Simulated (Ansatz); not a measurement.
```xyz
5

Cl   -0.8772   -0.9819   -1.3902
Ge   -1.6487   -0.1413    1.0376
H    -1.1949    1.2925    0.5110
H     0.2261   -0.3242   -1.3799
H    -0.1497   -0.4817    1.4574
```

Geometry: r2SCAN-D4/def2-TZVP.

All numbers below come from isolated molecule in a Gaussian basis; Kohn-Sham density functional theory, functional PBE0 (Ansatz 0.2.0).

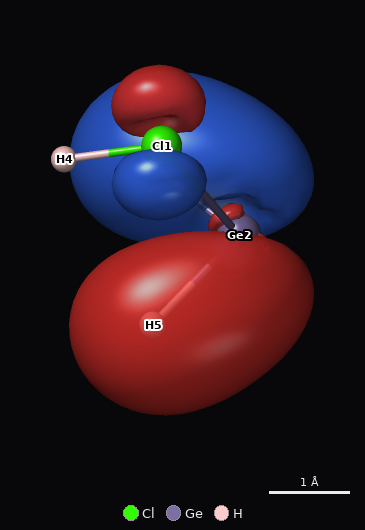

ClGeH₃. The HOMO−1 at ±0.1 Å⁻³ᐟ² (blue and red are the two phases), seen at an oblique angle.

What is the character of this orbital?

Answer. By Hirshfeld shares it lies mainly on Ge2 (about 45 %), H3 (about 25 %) and H5 (about 25 %). Its energy is −8.33 eV.
